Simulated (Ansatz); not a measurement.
# A computed series for BaTiO3: pressure series

Consider BaTiO3 (space group P4mm, No. 99; a = 3.972 Å, c = 4.113 Å).

Cell and atoms are relaxed at each pressure.

Computed with Ansatz (a quantum-chemistry and plane-wave program) r2SCAN, no spin-orbit coupling.

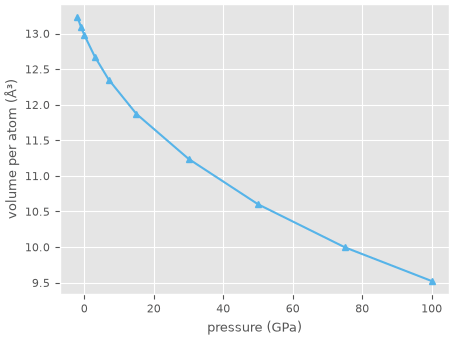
Figure. Volume per atom against pressure

### Question
From the plot, what is the volume per atom for pressure 50 GPa?

### Answer
About 10.6 Å³.

### Question
Is the trend monotonic over the range shown?

### Answer
Yes, it falls throughout, spanning 9.52 Å³ to 13.23 Å³.

Load acts through the strain it causes; cell and atoms are relaxed under it. Stability against distortions was not tested. Competing high-pressure phases were not computed. All final runs are without spin polarisation. Along this pressure series the structure jumps between pressure 7 GPa and pressure 15 GPa; cells beyond that are another form of it.
